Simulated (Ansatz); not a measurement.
# The potential step between two gates: 1T-SnS2 under 1T-NiTe2, AA'

Two oppositely charged gates put a neutral stack in a displacement field D. The voltage between them is D/ε₀ times an electrical distance, shorter than the real one because the stack screens.

How it was computed: Ansatz 0.2.0, plane waves with PAW datasets (its set soft_2), LDA; isolated slab, charged sheets 6 Å from the outer atoms behind model barriers, atoms held. Voltages count from the uncharged case.

| run | D/ε₀ (V/nm) | step in an electron's potential, upper less lower gate (eV) |
| --- | --- | --- |
| run 1 | −3.619 | −3.479 |
| run 2 | −1.810 | −1.741 |
| run 3 | 0.000 | 0.000 |
| run 4 | 1.810 | 1.743 |
| run 5 | 3.619 | 3.487 |
| run 6 | 5.428 | ? |

Q: Estimate the withheld value from the rows shown.

A least-squares line through the 5 rows shown has slope 0.9624 and intercept 0.0020; no row lies more than 0.002 eV off it. The size of the slope, 0.962 nm, is the electrical distance; the sheets are 2.024 nm apart, and screening reaches beyond the outer atoms. At 5.428 it gives 0.9624 × 5.428 + 0.0020 = 5.226 eV, beyond the rows fitted. Rounding and scatter of the rows alone allow about ±0.003 eV there.

The run itself gives 5.233 eV: a miss of +0.007 eV, or 0.1 % of the value. Screening stays linear to within 1 % over this range.

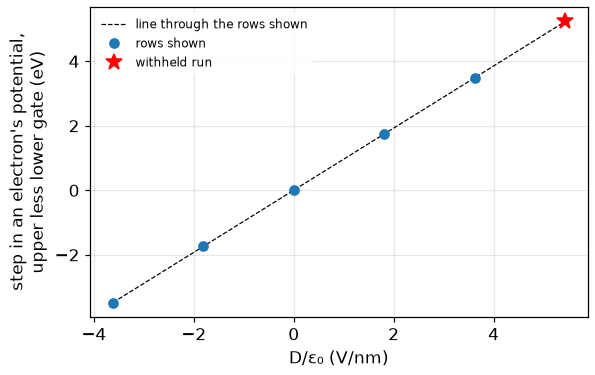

The fit and the withheld run.

**Limits.** The gates are model sheets, not atoms. Spin-orbit coupling is left out, which changes the bands of elements this heavy.
